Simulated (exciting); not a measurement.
# NaTlO: the Na K edge from the Bethe–Salpeter equation, part 2 of 2

Aim: the Na K absorption edge of NaTlO with the electron–hole interaction treated explicitly, and what each term of the kernel does.

exciting sodium; X-ray absorption, core-level Bethe-Salpeter equation, exchange and statically screened direct term, Tamm-Dancoff, all-electron LAPW+lo LDA.

So far. Step 5 (Independent particles): Maxima (height): 6.1 eV (0.44), 10.7 eV (0.53), 13.4 eV (1.13), 15.2 eV (0.82) and 16.3 eV (0.89); 1 lower ones aren't listed. Against the singlet run the r.m.s. difference is 65 %. Moving the earlier curve by +5.0 eV leaves 28 %. The highest maximum lies at 13.4 eV (1.13), against 11.6 eV (1.00). Step 6 (Exchange alone): Maxima (height): 6.1 eV (0.43), 10.7 eV (0.53), 13.4 eV (1.12), 15.2 eV (0.83) and 16.3 eV (0.89).

## (8) Another input

In this try the input is made faulty on purpose, to show what that does.

Input file input.xml:

```
<input>
  <title>NaTlO</title>
  <structure speciespath="." autormt="false" epslat="1.0e-5">
    <crystal>
      <basevect>6.5845364187 0.0000000000 0.0000000000</basevect>
      <basevect>-3.2922682094 5.7023758107 0.0000000000</basevect>
      <basevect>0.0000000000 0.0000000000 21.5326574787</basevect>
    </crystal>
    <species speciesfile="Tl.xml" rmt="2.300">
      <atom coord="0.6666666667 0.3333333333 0.6157190300"/>
      <atom coord="0.3333333333 0.6666666667 0.1157190300"/>
    </species>
    <species speciesfile="Na.xml" rmt="2.240">
      <atom coord="0.3333333333 0.6666666667 0.3938852900"/>
      <atom coord="0.6666666667 0.3333333333 0.8938852900"/>
    </species>
    <species speciesfile="O.xml" rmt="1.963">
      <atom coord="0.0000000000 0.0000000000 0.4903956800"/>
      <atom coord="0.0000000000 0.0000000000 0.9903956800"/>
    </species>
  </structure>
  <groundstate do="skip" xctype="LDA_PW" ngridk="6 6 1" rgkmax="7" gmaxvr="14" nempty="8" swidth="0.001" maxscl="100" epsengy="1e-5"/>
  <xs xstype="BSE" ngridk="5 5 1" ngridq="5 5 1" vkloff="0.097 0.273 0.493" rgkmax="7" nempty="44" gqmax="3" lmaxapwwf="5" lmaxemat="2" broad="0.01654" tevout="true">
    <energywindow intv="37.124 38.741" points="440"/>
    <screening screentype="full" nempty="8"/>
    <BSE xas="true" xasspecies="2" xasatom="1" xasedge="K" bsetype="singlet" nstlxas="1 40"/>
    <qpointset>
      <qpoint>0 0 0</qpoint>
    </qpointset>
    <plan>
      <doonly task="scrgeneigvec"/>
      <doonly task="scrwritepmat"/>
      <doonly task="screen"/>
      <doonly task="scrcoulint"/>
    </plan>
  </xs>
</input>
```

Input file input.xml for the last start (plan only):

```
  <plan>
    <doonly task="bse"/>
  </plan>
```

On the command line:

```sh
$ OMP_NUM_THREADS=1 mpirun -n 4 exciting
$ OMP_NUM_THREADS=4 exciting
```

Numbers of over 12 decimals in the logs are rounded to 6 here.

Output:

```text
| EXCITING SODIUM started for task scrgeneigvec ( 401)                         =
One-shot GS runs for BSE calculations
One-shot GS runs for k+qmt/2 grids
Info(xsgeneigvec): Generating eigenvectors for Q-point      1
Using screening GS parameters.
Info(xsgeneigvec): Generation of eigenvectors finished
| EXCITING SODIUM started for task scrwritepmat ( 420)                         =
Info(writepmatxs): Momentum matrix elements finished
Info(scrwritepmat): Momentum matrix elements for screening finished
| EXCITING SODIUM started for task screen ( 430)                               =
[...]
Info(setup_bse_block): Setting up RR part of hamiltonian
Info(setup_bse_block): Singlet spin state
Info(bse): Diagonalizing RR Hamiltonian (TDA)
Info(bse): Invoking Lapack routine ZHEEVR
      2000 eigen solutions found in the interval:
         i1=       1 i2=    2000
Info(bse): Writing excition energies and oscillator strengths to text file.
Info(makespectrum_dist): Making spectrum using formula for coupling with time reversed AR basis.
Info(makespectrum_dist): Using formalism for vanishing momentum transfer.
Info(writederived): Writing quantities derived from the macroscopic dielectric function.
Info(bselauncher): Spectrum finished for iqmt=  1
Info(bselauncher): All done for BSE type singlet
```

Elapsed: 4 min, on 4 MPI ranks of Intel Xeon at 2.70GHz, shared host.

The input has a fault: far too few empty states in the screening. The spectrum differs from the singlet run by 22 % r.m.s. The highest maximum lies at 4.3 eV (0.90), against 11.6 eV (1.00). The first bright state moves from 0.21 to -0.22 eV. Too few states underscreen, so the attraction is too strong.

| E (eV) | first run | this run |
| --- | --- | --- |
| -4.0 | 0.02 | 0.02 |
| -3.0 | 0.02 | 0.03 |
| -2.0 | 0.03 | 0.05 |
| -1.0 | 0.07 | 0.12 |
| 0.0 | 0.23 | 0.39 |
| 1.0 | 0.51 | 0.68 |
| 2.0 | 0.37 | 0.46 |
| 3.0 | 0.48 | 0.68 |
| 4.0 | 0.61 | 0.84 |
| 5.0 | 0.67 | 0.59 |
| 6.0 | 0.36 | 0.42 |
| 7.0 | 0.51 | 0.75 |
| 8.0 | 0.77 | 0.75 |
| 9.0 | 0.86 | 0.84 |
| 10.0 | 0.73 | 0.68 |
| 11.0 | 0.77 | 0.75 |
| 12.0 | 0.95 | 0.71 |
| 13.0 | 0.55 | 0.41 |
| 14.0 | 0.46 | 0.39 |
| 15.0 | 0.44 | 0.33 |
| 16.0 | 0.35 | 0.27 |
| 17.0 | 0.30 | 0.25 |
| 18.0 | 0.35 | 0.28 |

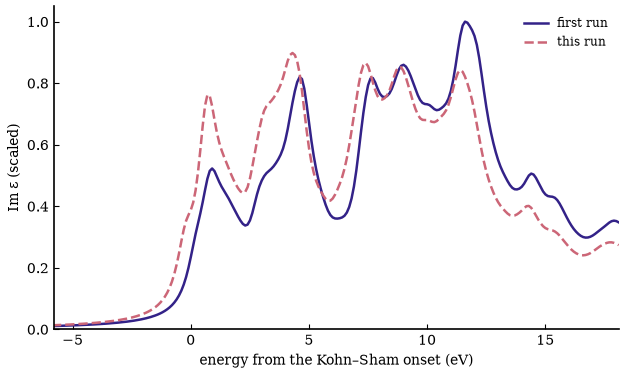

This run beside the first singlet run.

## (9) Coarser mesh

Changed against the first singlet run: k mesh from 5×5×1 to 2×2×1.

Changes to input.xml since step 8:

```diff
@@ -22,5 +22,5 @@
   <groundstate do="skip" xctype="LDA_PW" ngridk="6 6 1" rgkmax="7" gmaxvr="14" nempty="8" swidth="0.001" maxscl="100" epsengy="1e-5"/>
-  <xs xstype="BSE" ngridk="5 5 1" ngridq="5 5 1" vkloff="0.097 0.273 0.493" rgkmax="7" nempty="44" gqmax="3" lmaxapwwf="5" lmaxemat="2" broad="0.01654" tevout="true">
+  <xs xstype="BSE" ngridk="2 2 1" ngridq="2 2 1" vkloff="0.097 0.273 0.493" rgkmax="7" nempty="44" gqmax="3" lmaxapwwf="5" lmaxemat="2" broad="0.01654" tevout="true">
     <energywindow intv="37.124 38.741" points="440"/>
-    <screening screentype="full" nempty="8"/>
+    <screening screentype="full" nempty="73"/>
     <BSE xas="true" xasspecies="2" xasatom="1" xasedge="K" bsetype="singlet" nstlxas="1 40"/>
@@ -30,2 +30,4 @@
     <plan>
+      <doonly task="xsgeneigvec"/>
+      <doonly task="writepmatxs"/>
       <doonly task="scrgeneigvec"/>
@@ -34,2 +36,3 @@
       <doonly task="scrcoulint"/>
+      <doonly task="exccoulint"/>
     </plan>
```

Input file input.xml for the last start (plan only):

```
  <plan>
    <doonly task="bse"/>
  </plan>
```

Output:

```text
| EXCITING SODIUM started for task xsgeneigvec ( 301)                          =
One-shot GS runs for BSE calculations
One-shot GS runs for k+qmt/2 grids
Info(xsgeneigvec): Generating eigenvectors for Q-point      1
Info(xsgeneigvec): Generation of eigenvectors finished
| EXCITING SODIUM started for task writepmatxs ( 320)                          =
Info(writepmatxs): Momentum matrix elements finished
| EXCITING SODIUM started for task scrgeneigvec ( 401)                         =
One-shot GS runs for BSE calculations
One-shot GS runs for k+qmt/2 grids
[...]
Info(setup_bse_block): Setting up RR part of hamiltonian
Info(setup_bse_block): Singlet spin state
Info(bse): Diagonalizing RR Hamiltonian (TDA)
Info(bse): Invoking Lapack routine ZHEEVR
       320 eigen solutions found in the interval:
         i1=       1 i2=     320
Info(bse): Writing excition energies and oscillator strengths to text file.
Info(makespectrum_dist): Making spectrum using formula for coupling with time reversed AR basis.
Info(makespectrum_dist): Using formalism for vanishing momentum transfer.
Info(writederived): Writing quantities derived from the macroscopic dielectric function.
Info(bselauncher): Spectrum finished for iqmt=  1
Info(bselauncher): All done for BSE type singlet
```

Elapsed: 2.9 min, on 4 MPI ranks.

These settings are cheaper. Against the singlet run the r.m.s. difference is 10 %. The highest maximum lies at 12.0 eV (0.90), against 11.6 eV (1.00). The first bright state moves from 0.21 to 0.37 eV. The lowest bare transition of this run lies at 1.66 eV, against 1.07. A coarse mesh samples few band energies, and it inflates the long-range part of the attraction.

| E (eV) | first run | this run |
| --- | --- | --- |
| -3.0 | 0.02 | 0.02 |
| -2.0 | 0.03 | 0.03 |
| -1.0 | 0.07 | 0.06 |
| 0.0 | 0.23 | 0.18 |
| 1.0 | 0.51 | 0.54 |
| 2.0 | 0.37 | 0.32 |
| 3.0 | 0.48 | 0.45 |
| 4.0 | 0.61 | 0.56 |
| 5.0 | 0.67 | 0.78 |
| 6.0 | 0.36 | 0.36 |
| 7.0 | 0.51 | 0.56 |
| 8.0 | 0.77 | 0.63 |
| 9.0 | 0.86 | 0.86 |
| 10.0 | 0.73 | 0.79 |
| 11.0 | 0.77 | 0.76 |
| 12.0 | 0.95 | 0.90 |
| 13.0 | 0.55 | 0.60 |
| 14.0 | 0.46 | 0.58 |
| 15.0 | 0.44 | 0.43 |
| 16.0 | 0.35 | 0.30 |
| 17.0 | 0.30 | 0.35 |
| 18.0 | 0.35 | 0.37 |

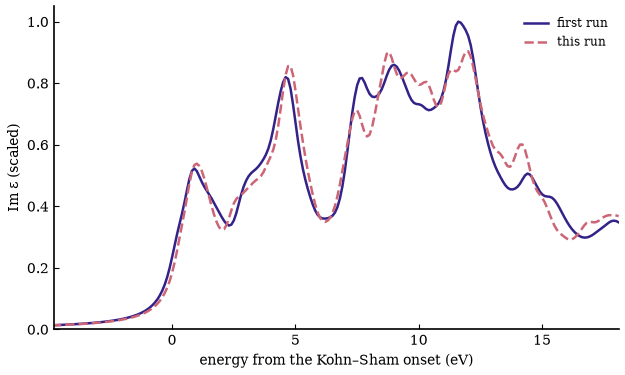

This run beside the first singlet run.

## (10) The levels of theory side by side

| level | curve passes 0.15 (eV) | highest maximum (eV) | its height |
| --- | --- | --- | --- |
| IP | 1.9 | 13.4 | 1.13 |
| RPA | 1.9 | 13.4 | 1.12 |
| singlet | -0.2 | 11.6 | 1.00 |

| E (eV) | IP | RPA | singlet |
| --- | --- | --- | --- |
| -3.0 | 0.01 | 0.01 | 0.02 |
| -2.0 | 0.01 | 0.01 | 0.03 |
| -1.0 | 0.02 | 0.02 | 0.07 |
| 0.0 | 0.03 | 0.03 | 0.23 |
| 1.0 | 0.07 | 0.07 | 0.51 |
| 2.0 | 0.16 | 0.16 | 0.37 |
| 3.0 | 0.13 | 0.12 | 0.48 |
| 4.0 | 0.22 | 0.21 | 0.61 |
| 5.0 | 0.23 | 0.23 | 0.67 |
| 6.0 | 0.43 | 0.43 | 0.36 |
| 7.0 | 0.23 | 0.23 | 0.51 |
| 8.0 | 0.26 | 0.25 | 0.77 |
| 9.0 | 0.32 | 0.32 | 0.86 |
| 10.0 | 0.51 | 0.51 | 0.73 |
| 11.0 | 0.52 | 0.52 | 0.77 |
| 12.0 | 0.52 | 0.51 | 0.95 |
| 13.0 | 0.99 | 0.98 | 0.55 |
| 14.0 | 0.95 | 0.95 | 0.46 |
| 15.0 | 0.79 | 0.79 | 0.44 |
| 16.0 | 0.80 | 0.80 | 0.35 |
| 17.0 | 0.68 | 0.69 | 0.30 |
| 18.0 | 0.57 | 0.57 | 0.35 |

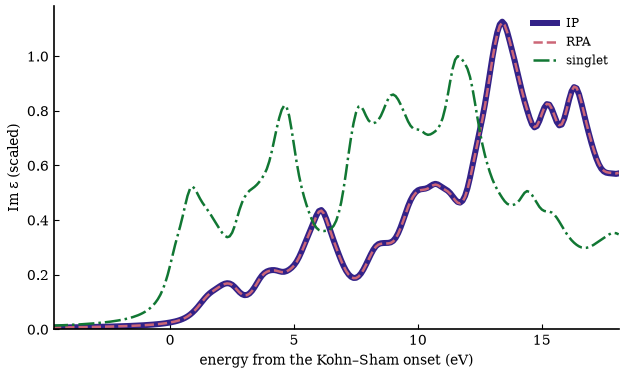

The spectrum at each level.

## (11) What came out

```
absorber and edge   : Na K, atom 3
surroundings        : 3 O at 2.29 Å (pyramidal, site symmetry 3m)
first bright state  : 0.21 eV from the Kohn–Sham onset, on this mesh
highest maximum     : 11.6 eV
cost of the BSE run : 17 min on 4 MPI ranks of Intel Xeon at 2.70GHz, shared host; the last task ran on as many threads
```

In words: Is a core exciton bound? Undecided on this mesh: the first bright state (over 5 % of the brightest) lies at 0.21 eV from the Kohn–Sham onset and at -0.85 eV from the lowest bare transition of its own mesh. Changing the half width (eV) from 0.45 to 0.11 alters the spectrum by 28 % r.m.s. Exchange alone changes the independent-particle spectrum by 0.4 % r.m.s. A mesh of 25 points doesn't converge binding energies, and fine structure above the first lines is partly noise of the mesh. Exchange and the short-range direct term aren't converged in the kernel cutoff. The zero comes from the unshifted 6×6×1 ground-state mesh; it is exact only where the band minimum lies on that mesh. The Kohn–Sham onset, 1022 eV, is no photon energy (tabulated edge of the element: 1070.8 eV): the scale needs a rigid shift. Bands and screening come from semilocal DFT, whose small gap overscreens. Vibrations and energy-dependent lifetimes are left out. The structure is a Materials Project entry, computed there, and may be a hypothetical form.

[Banner, clock and machine lines of the logs are left out without a mark of their own.]

[Logs are printed without paths, hosts, clocks, repeated set-up lines and the standing remarks that a program may print on its own settings, such as how far it seeks lower states.]

[Hosts, paths, dates, database ids (printed as entryN), source tags and the programs' standing remarks are cut or masked in the printed files.]
